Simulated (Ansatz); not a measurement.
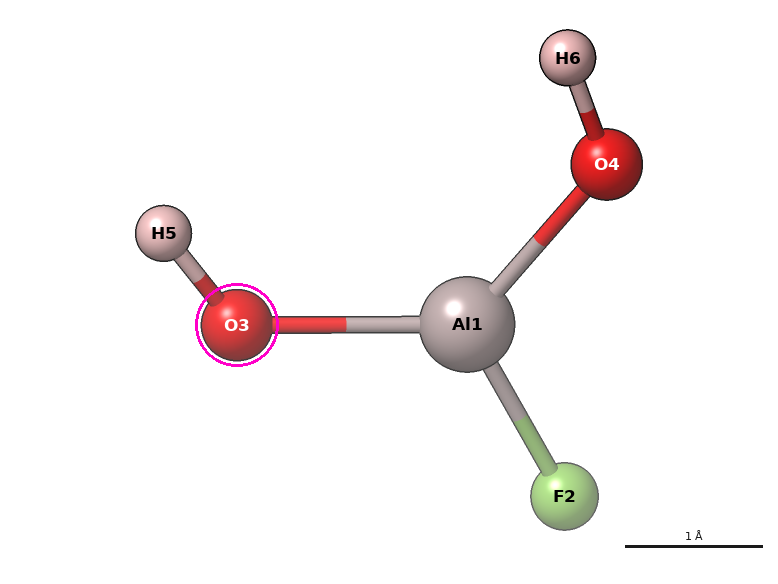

Orthographic view. Depth is shown by fading: the farther an atom, the more it takes the colour of the background. The computed structure is the end point of a PBE0-D4/def2-TZVP optimisation.

**Which atoms are bonded to the circled atom?**

The circled atom is O3; it is bonded to Al1, H5.

**Which atom is nearest the viewer?**

H6, 0.9 Å in front of the mean position.

**Which atom is farthest from the viewer?**

F2, 1.0 Å behind the mean position.

**What is the shortest path along bonds from the circled atom to H6?**

O3–Al1–O4–H6, 3 bonds; through space the two are 3.28 Å apart.
